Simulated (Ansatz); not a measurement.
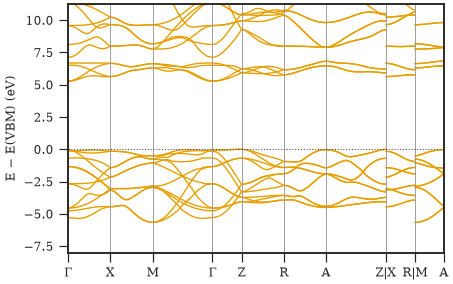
Band structure from the program Ansatz at the r²SCAN level (PAW)

Q: Read off the gap and where the band edges lie.

A: About 5.3 eV (5.27 eV by a search for the band edges); maximum at Z, minimum at Γ.

The material is HfO$_{2}$ in space group P4_2/nmc (No. 137; Hf on 2a, O on 4d).

This is a known high-temperature phase of the composition, computed here at zero pressure and temperature. The cell was relaxed with r²SCAN under the symmetry of its start; of distortions, only those at the zone centre were tested. No spin polarisation was allowed. Spin–orbit coupling is left out wherever it is not named.

Potentials: the later of the program's two PAW sets.
